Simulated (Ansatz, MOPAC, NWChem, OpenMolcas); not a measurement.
**A ladder of methods for BN2H5 (SMILES NBN)**

BN2H5: 8 atoms, total charge 0, spin state singlet. SMILES: `NBN`. The shape is that of a PBE0-D4/def2-TZVP optimisation.

Each level gives the HOMO–LUMO gap (eV). The values are calculated.

```
             level                    kind     program  value (eV)   CPU time
               PM6          semi-empirical       MOPAC       11.36  under 2 s
      HF/6-311+G**            Hartree–Fock      Ansatz       11.80      1.3 s
   SVWN5/6-311+G**                     LDA      Ansatz        5.29      2.1 s
     PBE/6-311+G**                     GGA      NWChem        5.12       17 s
    TPSS/6-311+G**                meta-GGA  OpenMolcas        5.30       61 s
    PBE0/6-311+G**           global hybrid  OpenMolcas        7.07       44 s
   wB97X/6-311+G**  range-separated hybrid      NWChem       11.04    1.8 min
PBE-QIDH/6-311+G**           double hybrid      Ansatz       10.14      4.1 s
```

The values span 5.12 to 11.80 eV. Orbital gaps aren't excitation energies, and those of double hybrids come from the SCF part alone; they tend to grow with the share of exact exchange. Times are those of the runs behind each value, whatever else they computed, on shared processors of several kinds: orders of magnitude only.

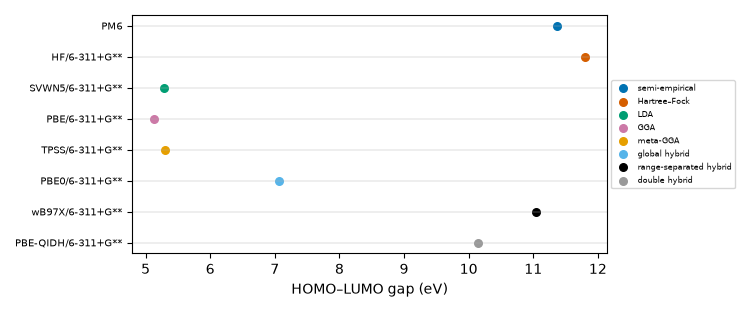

The values of the table, level by level.
